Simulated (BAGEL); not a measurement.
# triplet CH6BNS at 4 levels

Aim: a comparison of 4 runs (ROHF/6-31G*, UHF/6-31G*, ROHF/def2-SVP, UHF/def2-SVP) of triplet CH6BNS. 

Program for the calculation: BAGEL 1.2.2.

**1. The system as given**

CH6BNS has 10 atoms, charge 0, and is taken as a triplet. SMILES of the parent species: `CSBN`. The shape is that of a GFN2-xTB optimisation. This is one conformer, not always the lowest. That shape belongs to the parent species and isn't relaxed for this state.

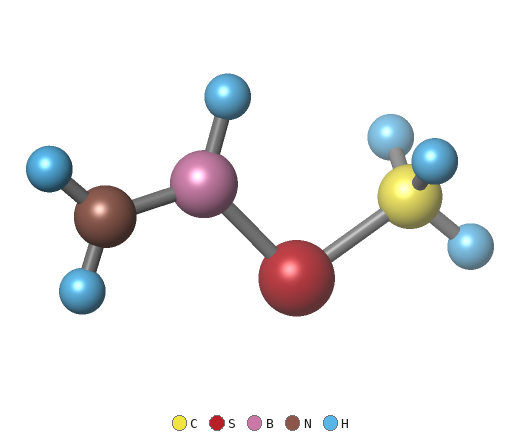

The structure, seen from a chosen angle (carbon yellow, sulfur red, boron pink, nitrogen brown, hydrogen blue).

**2. A single-point energy at ROHF/6-31G(d) (density fitting with qzvpp-jkfit, spherical functions) (run 1)**

File input.json:

```json
{ "bagel": [

{
  "title": "molecule",
  "basis": "6-31gs.json",
  "df_basis": "qzvpp-jkfit",
  "angstrom": "true",
  "geometry": [
    { "atom": "C", "xyz": [      -1.839640,       0.604900,       0.006780 ] },
    { "atom": "S", "xyz": [      -0.349140,       0.373890,      -1.022440 ] },
    { "atom": "B", "xyz": [       0.807510,      -0.313750,       0.175930 ] },
    { "atom": "N", "xyz": [       2.092710,      -0.629520,      -0.229320 ] },
    { "atom": "H", "xyz": [      -1.624560,       1.311270,       0.802270 ] },
    { "atom": "H", "xyz": [      -2.147660,      -0.350330,       0.419680 ] },
    { "atom": "H", "xyz": [      -2.615630,       0.998800,      -0.640650 ] },
    { "atom": "H", "xyz": [       0.463640,      -0.486130,       1.280480 ] },
    { "atom": "H", "xyz": [       2.793200,      -1.016180,       0.378400 ] },
    { "atom": "H", "xyz": [       2.419570,      -0.492940,      -1.171130 ] }
  ]
},

{
  "title": "rohf",
  "charge": 0,
  "nopen": 2
},

{
  "title": "print",
  "file": "orbitals.molden",
  "orbitals": "true"
}

]}
```

The basis set 6-31G* is read from a file made from the Basis Set Exchange's data (not shown).

Launch:

```
$ BAGEL_NUM_THREADS=1 BAGEL input.json > input.out
```

Output:

```text
* using 1 threads per process

  ===============================================================
  ===============================================================

  *** Geometry ***

  { "atom" : "C", "xyz" : [     -3.476416,      1.143095,      0.012812 ] },
  { "atom" : "S", "xyz" : [     -0.659779,      0.706550,     -1.932132 ] },
  { "atom" : "B", "xyz" : [      1.525973,     -0.592902,      0.332460 ] },
  { "atom" : "N", "xyz" : [      3.954649,     -1.189620,     -0.433352 ] },
  { "atom" : "H", "xyz" : [     -3.069973,      2.477941,      1.516071 ] },
  { "atom" : "H", "xyz" : [     -4.058489,     -0.662028,      0.793080 ] },
  { "atom" : "H", "xyz" : [     -4.942824,      1.887458,     -1.210653 ] },
  { "atom" : "H", "xyz" : [      0.876153,     -0.918653,      2.419757 ] },
  { "atom" : "H", "xyz" : [      5.278383,     -1.920302,      0.715072 ] },
  { "atom" : "H", "xyz" : [      4.572325,     -0.931522,     -2.213115 ] },

  Number of auxiliary basis functions:      463

  Since a DF basis is specified, we compute 2- and 3-index integrals:
    o Being stored without compression. Storage requirement is 0.019 GB

  Number of basis functions:       72
  Number of electrons      :       40

    * METHOD: MOLECULE                             0.18

  *** Open-shell HF ***

  === Nuclear Repulsion ===
   148.9639386478

      * DIIS with orbital gradients will be used.

  === ROHF iteration (6-31gs.json) ===
      0       -517.62152902          0.04573079           0.08
      1       -517.76758621          0.02780314           0.08
      2       -517.81447812          0.01863668           0.08
      3       -517.84766128          0.00157466           0.08
      4       -517.84854069          0.00076699           0.08
      5       -517.84887481          0.00048053           0.08
      6       -517.84912082          0.00030160           0.08
      7       -517.84924340          0.00011661           0.08
      8       -517.84928996          0.00005181           0.08
      9       -517.84929858          0.00001603           0.08
     10       -517.84930310          0.00001047           0.08
     11       -517.84930506          0.00000850           0.08
     12       -517.84930456          0.00000719           0.08
     13       -517.84930531          0.00000462           0.08
     14       -517.84930525          0.00000286           0.08
     15       -517.84930540          0.00000166           0.08
     16       -517.84930539          0.00000109           0.08
     17       -517.84930541          0.00000069           0.08
     18       -517.84930538          0.00000043           0.08
     19       -517.84930537          0.00000028           0.08
     20       -517.84930536          0.00000019           0.08
     21       -517.84930536          0.00000011           0.08
     22       -517.84930537          0.00000009           0.08
     23       -517.84930537          0.00000007           0.08
     24       -517.84930537          0.00000006           0.08
     25       -517.84930538          0.00000003           0.08
     26       -517.84930537          0.00000002           0.08
     27       -517.84930538          0.00000001           0.08
     28       -517.84930537          0.00000001           0.08
    * SCF iteration converged.

    * S^2 (ROHF) is 2.0000

    * Permanent dipole moment:
           (    1.025957,    -0.526169,     0.715577) a.u.

    * METHOD: ROHF                                 2.45

    * METHOD: PRINT                                0.01

  ===============================================================
```

Wall time 2.8 s (1 thread of Arm Neoverse V2, shared host).

**3. The energy at UHF/6-31G(d) (density fitting with qzvpp-jkfit, spherical functions) (run 2)**

File hf.json:

```json
{ "bagel" : [

{
  "title" : "molecule",
  "basis" : "6-31gs.json",
  "df_basis" : "qzvpp-jkfit",
  "angstrom" : true,
  "geometry" : [
    { "atom" : "C", "xyz" : [      -1.839640,       0.604900,       0.006780 ] },
    { "atom" : "S", "xyz" : [      -0.349140,       0.373890,      -1.022440 ] },
    { "atom" : "B", "xyz" : [       0.807510,      -0.313750,       0.175930 ] },
    { "atom" : "N", "xyz" : [       2.092710,      -0.629520,      -0.229320 ] },
    { "atom" : "H", "xyz" : [      -1.624560,       1.311270,       0.802270 ] },
    { "atom" : "H", "xyz" : [      -2.147660,      -0.350330,       0.419680 ] },
    { "atom" : "H", "xyz" : [      -2.615630,       0.998800,      -0.640650 ] },
    { "atom" : "H", "xyz" : [       0.463640,      -0.486130,       1.280480 ] },
    { "atom" : "H", "xyz" : [       2.793200,      -1.016180,       0.378400 ] },
    { "atom" : "H", "xyz" : [       2.419570,      -0.492940,      -1.171130 ] }
  ]
},

{
  "title" : "uhf",
  "charge" : 0,
  "nopen" : 2
},

{
  "title" : "print",
  "file" : "orbitals.molden",
  "orbitals" : true
}

]}
```

The basis set 6-31G* is read from a file made from the Basis Set Exchange's data (not shown).

Launch:

```
$ BAGEL_NUM_THREADS=1 BAGEL hf.json > hf.out
```

Output:

```text
* using 1 threads per process

  ===============================================================
  ===============================================================

  *** Geometry ***

  { "atom" : "C", "xyz" : [     -3.476416,      1.143095,      0.012812 ] },
  { "atom" : "S", "xyz" : [     -0.659779,      0.706550,     -1.932132 ] },
  { "atom" : "B", "xyz" : [      1.525973,     -0.592902,      0.332460 ] },
  { "atom" : "N", "xyz" : [      3.954649,     -1.189620,     -0.433352 ] },
  { "atom" : "H", "xyz" : [     -3.069973,      2.477941,      1.516071 ] },
  { "atom" : "H", "xyz" : [     -4.058489,     -0.662028,      0.793080 ] },
  { "atom" : "H", "xyz" : [     -4.942824,      1.887458,     -1.210653 ] },
  { "atom" : "H", "xyz" : [      0.876153,     -0.918653,      2.419757 ] },
  { "atom" : "H", "xyz" : [      5.278383,     -1.920302,      0.715072 ] },
  { "atom" : "H", "xyz" : [      4.572325,     -0.931522,     -2.213115 ] },

  Number of auxiliary basis functions:      463

  Since a DF basis is specified, we compute 2- and 3-index integrals:
    o Being stored without compression. Storage requirement is 0.019 GB

  Number of basis functions:       72
  Number of electrons      :       40

    * METHOD: MOLECULE                             0.18

  *** Open-shell HF ***

  === Nuclear Repulsion ===
   148.9639386478

      * DIIS with orbital gradients will be used.

  === UHF iteration (6-31gs.json) ===
      0       -517.62152902          0.04573079           0.08
      1       -517.77564055          0.02751281           0.08
      2       -517.82513232          0.01812561           0.08
      3       -517.85596587          0.00154958           0.08
      4       -517.85719320          0.00063897           0.08
      5       -517.85743452          0.00036186           0.08
      6       -517.85759492          0.00022644           0.08
      7       -517.85766244          0.00012388           0.08
      8       -517.85768782          0.00006127           0.08
      9       -517.85769517          0.00002187           0.08
     10       -517.85769652          0.00001094           0.08
     11       -517.85769678          0.00000754           0.08
     12       -517.85769697          0.00000531           0.08
     13       -517.85769710          0.00000361           0.08
     14       -517.85769716          0.00000172           0.08
     15       -517.85769718          0.00000090           0.08
     16       -517.85769719          0.00000054           0.08
     17       -517.85769719          0.00000030           0.08
     18       -517.85769719          0.00000016           0.08
     19       -517.85769719          0.00000010           0.08
     20       -517.85769719          0.00000006           0.08
     21       -517.85769719          0.00000005           0.08
     22       -517.85769719          0.00000004           0.08
     23       -517.85769719          0.00000003           0.08
     24       -517.85769719          0.00000001           0.08
     25       -517.85769719          0.00000001           0.08
     26       -517.85769719          0.00000001           0.08
    * SCF iteration converged.

    * S^2 (UHF) is 2.0226

    * Permanent dipole moment:
           (    0.994625,    -0.515676,     0.714440) a.u.

    * METHOD: UHF                                  2.26

    * METHOD: PRINT                                0.01

  ===============================================================
```

It took 2.6 s on 1 thread of Arm Neoverse V2, shared host.

**4. A single-point energy at ROHF/def2-SVP (density fitting with qzvpp-jkfit) (run 3)**

Edit input.json of step 2 so:

```diff
@@ -4,5 +4,5 @@
   "title": "molecule",
-  "basis": "6-31gs.json",
+  "basis": "svp",
   "df_basis": "qzvpp-jkfit",
-  "angstrom": "true",
+  "angstrom": true,
   "geometry": [
@@ -21,13 +21,5 @@
 
-{
-  "title": "rohf",
-  "charge": 0,
-  "nopen": 2
-},
+{ "title": "rohf", "nopen": 2 },
 
-{
-  "title": "print",
-  "file": "orbitals.molden",
-  "orbitals": "true"
-}
+{ "title": "print", "file": "orbitals.molden", "orbitals": true }
```

Launch:

```
$ BAGEL_NUM_THREADS=1 BAGEL input.json > input.out
```

Output:

```text
* using 1 threads per process

  ===============================================================
  ===============================================================

  *** Geometry ***

  { "atom" : "C", "xyz" : [     -3.476416,      1.143095,      0.012812 ] },
  { "atom" : "S", "xyz" : [     -0.659779,      0.706550,     -1.932132 ] },
  { "atom" : "B", "xyz" : [      1.525973,     -0.592902,      0.332460 ] },
  { "atom" : "N", "xyz" : [      3.954649,     -1.189620,     -0.433352 ] },
  { "atom" : "H", "xyz" : [     -3.069973,      2.477941,      1.516071 ] },
  { "atom" : "H", "xyz" : [     -4.058489,     -0.662028,      0.793080 ] },
  { "atom" : "H", "xyz" : [     -4.942824,      1.887458,     -1.210653 ] },
  { "atom" : "H", "xyz" : [      0.876153,     -0.918653,      2.419757 ] },
  { "atom" : "H", "xyz" : [      5.278383,     -1.920302,      0.715072 ] },
  { "atom" : "H", "xyz" : [      4.572325,     -0.931522,     -2.213115 ] },

  Number of auxiliary basis functions:      463

  Since a DF basis is specified, we compute 2- and 3-index integrals:
    o Being stored without compression. Storage requirement is 0.030 GB

  Number of basis functions:       90
  Number of electrons      :       40

    * METHOD: MOLECULE                             0.19

  *** Open-shell HF ***

  === Nuclear Repulsion ===
   148.9639386478

      * DIIS with orbital gradients will be used.

  === ROHF iteration (svp) ===
      0       -517.43319819          0.03798149           0.11
      1       -517.58955279          0.02353849           0.11
      2       -517.63563984          0.01490611           0.11
      3       -517.66374454          0.00134614           0.11
      4       -517.66462483          0.00066697           0.11
      5       -517.66488501          0.00032493           0.11
      6       -517.66503447          0.00020151           0.11
      7       -517.66510740          0.00010105           0.10
      8       -517.66513471          0.00004237           0.11
      9       -517.66514446          0.00002163           0.11
     10       -517.66514684          0.00001521           0.11
     11       -517.66514976          0.00001180           0.11
     12       -517.66514989          0.00000863           0.11
     13       -517.66515068          0.00000564           0.11
     14       -517.66515083          0.00000350           0.11
     15       -517.66515086          0.00000186           0.11
     16       -517.66515076          0.00000116           0.11
     17       -517.66515081          0.00000076           0.11
     18       -517.66515080          0.00000047           0.11
     19       -517.66515082          0.00000026           0.11
     20       -517.66515083          0.00000017           0.11
     21       -517.66515083          0.00000014           0.11
     22       -517.66515083          0.00000011           0.11
     23       -517.66515083          0.00000008           0.11
     24       -517.66515083          0.00000006           0.11
     25       -517.66515083          0.00000004           0.11
     26       -517.66515083          0.00000002           0.11
     27       -517.66515083          0.00000002           0.11
     28       -517.66515083          0.00000001           0.11
     29       -517.66515083          0.00000000           0.11
    * SCF iteration converged.

    * S^2 (ROHF) is 2.0000

    * Permanent dipole moment:
           (    0.963976,    -0.528929,     0.805649) a.u.

    * METHOD: ROHF                                 3.35

    * METHOD: PRINT                                0.01

  ===============================================================
```

Wall time 3.9 s (1 thread of Arm Neoverse V2, shared host).

**5. A single-point energy at UHF/def2-SVP (density fitting with qzvpp-jkfit) (run 4)**

File input.json:

```json
{ "bagel" : [

{
  "title" : "molecule",
  "basis" : "svp",
  "df_basis" : "qzvpp-jkfit",
  "angstrom" : true,
  "geometry" : [
    { "atom" : "C", "xyz" : [   -1.839640,    0.604900,    0.006780 ] },
    { "atom" : "S", "xyz" : [   -0.349140,    0.373890,   -1.022440 ] },
    { "atom" : "B", "xyz" : [    0.807510,   -0.313750,    0.175930 ] },
    { "atom" : "N", "xyz" : [    2.092710,   -0.629520,   -0.229320 ] },
    { "atom" : "H", "xyz" : [   -1.624560,    1.311270,    0.802270 ] },
    { "atom" : "H", "xyz" : [   -2.147660,   -0.350330,    0.419680 ] },
    { "atom" : "H", "xyz" : [   -2.615630,    0.998800,   -0.640650 ] },
    { "atom" : "H", "xyz" : [    0.463640,   -0.486130,    1.280480 ] },
    { "atom" : "H", "xyz" : [    2.793200,   -1.016180,    0.378400 ] },
    { "atom" : "H", "xyz" : [    2.419570,   -0.492940,   -1.171130 ] }
  ]
},
{
  "title" : "uhf",
  "nopen" : 2
},
{
  "title" : "print",
  "file" : "orbitals.molden",
  "orbitals" : true
}

]}
```

Launch:

```
$ BAGEL_NUM_THREADS=1 BAGEL input.json > input.out
```

Output:

```text
* using 1 threads per process

  ===============================================================
  ===============================================================

  *** Geometry ***

  { "atom" : "C", "xyz" : [     -3.476416,      1.143095,      0.012812 ] },
  { "atom" : "S", "xyz" : [     -0.659779,      0.706550,     -1.932132 ] },
  { "atom" : "B", "xyz" : [      1.525973,     -0.592902,      0.332460 ] },
  { "atom" : "N", "xyz" : [      3.954649,     -1.189620,     -0.433352 ] },
  { "atom" : "H", "xyz" : [     -3.069973,      2.477941,      1.516071 ] },
  { "atom" : "H", "xyz" : [     -4.058489,     -0.662028,      0.793080 ] },
  { "atom" : "H", "xyz" : [     -4.942824,      1.887458,     -1.210653 ] },
  { "atom" : "H", "xyz" : [      0.876153,     -0.918653,      2.419757 ] },
  { "atom" : "H", "xyz" : [      5.278383,     -1.920302,      0.715072 ] },
  { "atom" : "H", "xyz" : [      4.572325,     -0.931522,     -2.213115 ] },

  Number of auxiliary basis functions:      463

  Since a DF basis is specified, we compute 2- and 3-index integrals:
    o Being stored without compression. Storage requirement is 0.030 GB

  Number of basis functions:       90
  Number of electrons      :       40

    * METHOD: MOLECULE                             0.19

  *** Open-shell HF ***

  === Nuclear Repulsion ===
   148.9639386478

      * DIIS with orbital gradients will be used.

  === UHF iteration (svp) ===
      0       -517.43319819          0.03798149           0.10
      1       -517.59704618          0.02334659           0.11
      2       -517.64525397          0.01455528           0.11
      3       -517.67176584          0.00132901           0.11
      4       -517.67297115          0.00058270           0.11
      5       -517.67319492          0.00024928           0.11
      6       -517.67330566          0.00013982           0.11
      7       -517.67334292          0.00008442           0.11
      8       -517.67336019          0.00004616           0.10
      9       -517.67336861          0.00002343           0.11
     10       -517.67337085          0.00001151           0.10
     11       -517.67337129          0.00000840           0.11
     12       -517.67337167          0.00000595           0.10
     13       -517.67337188          0.00000344           0.11
     14       -517.67337195          0.00000156           0.10
     15       -517.67337196          0.00000084           0.11
     16       -517.67337197          0.00000048           0.11
     17       -517.67337198          0.00000025           0.11
     18       -517.67337198          0.00000014           0.11
     19       -517.67337198          0.00000008           0.10
     20       -517.67337198          0.00000005           0.10
     21       -517.67337198          0.00000003           0.11
     22       -517.67337198          0.00000003           0.11
     23       -517.67337198          0.00000002           0.10
     24       -517.67337198          0.00000001           0.11
     25       -517.67337198          0.00000001           0.10
    * SCF iteration converged.

    * S^2 (UHF) is 2.0217

    * Permanent dipole moment:
           (    0.936887,    -0.519923,     0.804492) a.u.

    * METHOD: UHF                                  2.90

    * METHOD: PRINT                                0.01

  ===============================================================
```

It took 3.3 s on 1 thread of Arm Neoverse V2, shared host.

**6. All runs side by side**

```csv
run,level,energy (Eh),dipole moment (D),⟨S²⟩,wall time
1,"ROHF/6-31G* (density fitting with qzvpp-jkfit, spherical functions)",-517.849305,3.45,2.000,2.8 s
2,"UHF/6-31G* (density fitting with qzvpp-jkfit, spherical functions)",-517.857697,3.38,2.023,2.6 s
3,ROHF/def2-SVP (density fitting with qzvpp-jkfit),-517.665151,3.46,2.000,3.9 s
4,UHF/def2-SVP (density fitting with qzvpp-jkfit),-517.673372,3.41,2.022,3.3 s
```

**7. Results**

| quantity | value |
| --- | --- |
| run 4: total energy | -517.67337 Eh |
| run 4: dipole moment | 3.41 D |
| run 4: ⟨S²⟩ | 2.022 |

In words: The dipole moment (its size) runs from 3.38 D (UHF/6-31G*) to 3.46 D (ROHF/def2-SVP). The two ends differ in method and basis. All runs together took 13 s, the longest 3.9 s.
